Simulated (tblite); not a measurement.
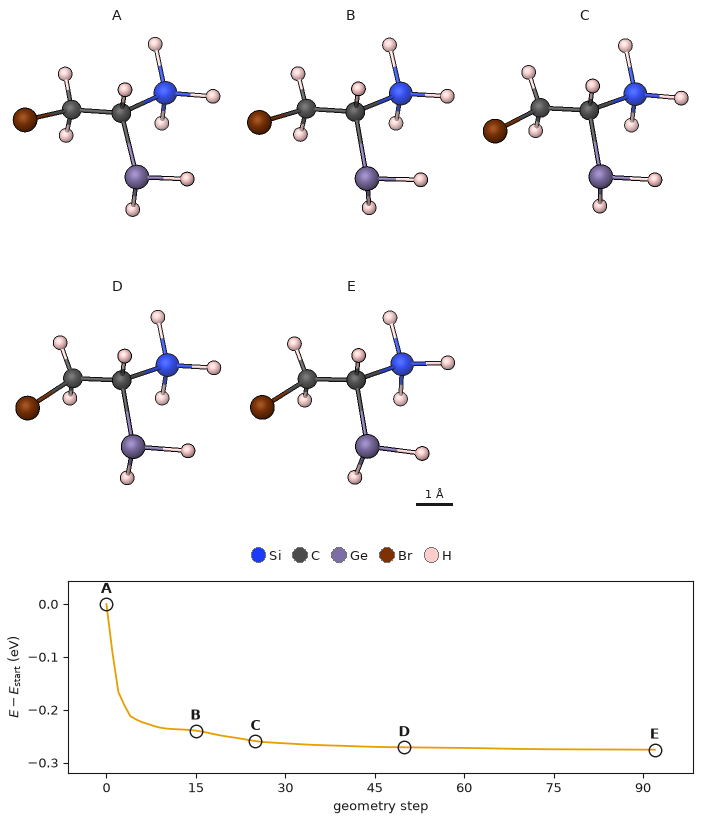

Frames of a relaxation of C2H8BrGeSi (multiplicity 2), marked on the history of the run. The picture is a ball-and-stick view, seen at a tilt.

All numbers below come from tblite 0.8.0, GFN2-xTB geometry optimisation, gas phase. 

Describe the path.

The atom that moves furthest after the best rigid fit is the Br atom (0.49 Å). By element the largest moves are Br 0.49 Å, H 0.40 Å, Ge 0.24 Å, C 0.12 Å, Si 0.08 Å. Near-neighbour distances that change, for instance: Br–Ge 3.594 → 3.193 Å, C–Ge 1.943 → 2.046 Å, Br–C 1.930 → 1.971 Å, Ge–H 1.542 → 1.577 Å. Bond angles that change, for instance: H–Ge–H 110.1° → 98.7°, C–Ge–H 109.7° → 102.0°, Br–C–H 109.2° → 104.7°. After 92 geometry steps the energy has fallen by 0.275 eV. From step 0 to 15: the Ge atom moves most (0.17 Å), energy −0.239 eV. From step 15 to 25: the Br atom moves most (0.25 Å), energy −0.020 eV. From step 25 to 50: the Br atom moves most (0.20 Å), energy −0.012 eV. From step 50 to 92: an H atom moves most (0.19 Å), energy −0.005 eV.
